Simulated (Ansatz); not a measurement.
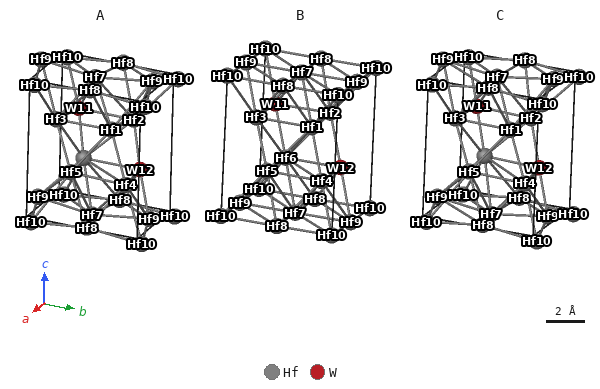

3 geometries from one relaxation of solid Hf₅W (a generated structure, set up in P1) (coarse preliminary run), in shuffled order. Style: ball-and-stick. Shown: the cell of the calculation, slightly off an axis.

Case: elements placed on the bcc lattice with unlike neighbours.

The calculation used Ansatz, DFT PBE, scalar-relativistic, plane waves, PAW. Settings: plane-wave cutoff 420 eV; k-point mesh 3 × 3 × 2; occupations gaussian; smearing width 0.1 eV; mesh shifted by (0, 0, 0.5); no spin polarisation; cell and atoms relaxed; force threshold 0.04 eV/Å; at most 50 steps.

Order the frames from highest to lowest energy.

Answer. B, C, A. They are steps 0, 2, 10, at +1.604 eV per cell of the calculation, +0.287 eV per cell of the calculation relative to the last. Hf9 moves most relative to the cell: 0.42 Å along [0 −1 1]. Largest moves by element: Hf 0.42 Å, W 0.32 Å. The volume changes by −0.9 %, with a 6.062 → 5.988 Å (−1.2 %), b 6.062 → 6.083 Å (+0.4 %), c 7.628 → 7.449 Å (−2.3 %), α 97.6° → 99.6°, β 97.6° → 98.1°, γ 109.5° → 103.9°. Some distances before and after: Hf7–Hf10 3.508 → 4.280 Å, Hf2–Hf3 3.438 → 4.198 Å, Hf8–Hf9 3.532 → 4.224 Å, Hf4–Hf6 3.464 → 3.969 Å. The space group stays P1 (No. 1). Over 6 accepted moves (10 points after the start) the energy falls by 1.604 eV per cell of the calculation. The largest force component goes from 0.78 to 0.02 eV/Å. Pressure: −3.36 GPa at the start and 0.01 GPa at the end. The line search rejected the trial steps at points 4, 6, 8 of the run. The SCF was repeated once at an unchanged geometry on a basis and grid sized afresh for the cell, which shifted the energy by less than 0.05 meV per cell of the calculation at most.

Limits of the set-up: the k-point mesh is coarse for a cell with partly filled bands.
